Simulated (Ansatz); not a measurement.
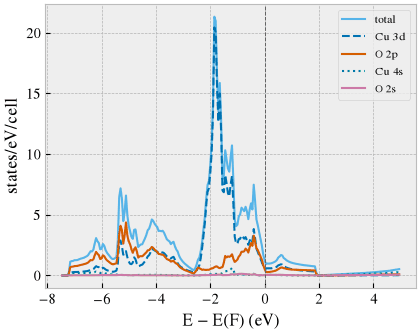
Total and projected density of states of CuO in space group I4/mmm (No. 139; Cu on 2a, O on 2b), the program Ansatz at the PBE level (PAW)

Task: Which orbitals carry the states next to the Fermi level?

Result: Within 0.5 eV of the Fermi level: Cu 3d 51 %, O 2p 44 %. Projections are on Löwdin-orthogonalised atomic valence shells; empty p or d shells of many metals are not among them.

Task: Where is the tallest occupied peak in this window, and what makes it?

Result: Near -1.8 eV, about 21 states/eV per cell; the largest projected share is Cu 3d.

The start of the workflow was typed in or built on a structure type; neither database checked (COD, Materials Project) lists it. It is not the phase usual at ambient conditions (space group No. 15). The cell was relaxed with PBE under the symmetry of its start, as lowered by the spin order; its stability against distortions is not shown here. Magnetic state: antiferromagnetic, chosen from 4 collinear starts compared on coarse meshes (ties went to the first, and starts can fall back to one state), not a proven ground state. The volume moved by 15 % from the start of the relaxation. No Hubbard U is applied. The compound may be a true metal, but semilocal functionals without U, or a wrong spin order, can also close a gap.

Potentials: the earlier of the program's two PAW sets.
